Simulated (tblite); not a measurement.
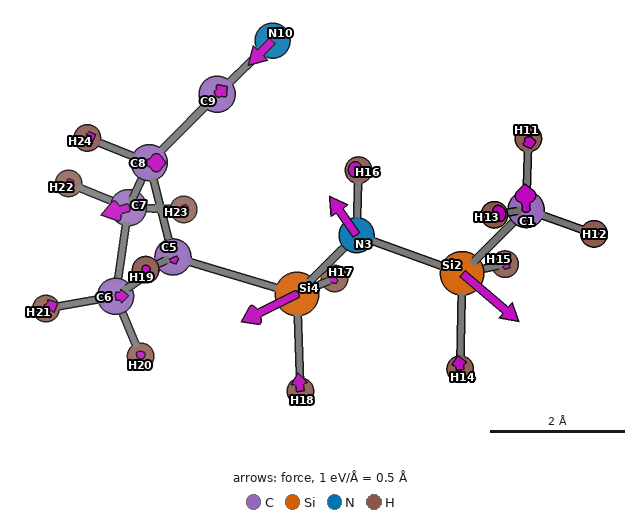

Starting geometry of C6H14N2Si2 with the computed forces as purple arrows. Style: ball-and-stick. Shown at a tilt.

Level of theory: GFN2-xTB geometry optimisation, gas phase in tblite. 

Is this structure relaxed? If not, where do the atoms go?

Answer. It isn't relaxed: the largest force vector, on Si2, is 2.27 eV/Å. The final displacements have little in common with the starting forces (cosine between the two patterns 0.15). The energy falls by 45.6 kJ/mol in 113 geometry steps. H12 moves most after the best rigid fit: 0.49 Å. Largest moves by element: H 0.49 Å, N 0.48 Å, C 0.33 Å, Si 0.30 Å. Some distances before and after: Si2–N3 1.685 → 1.738 Å, C1–Si2 1.851 → 1.894 Å, Si4–C5 1.940 → 1.902 Å, Si4–H18 1.495 → 1.463 Å. Bond angles that change, for instance: Si2–N3–Si4 111.3° → 126.2°, Si4–N3–H16 108.7° → 115.2°, Si2–N3–H16 108.5° → 114.1°. Cost: 1.1 s on 1 thread of Arm Neoverse V2, on a shared host.
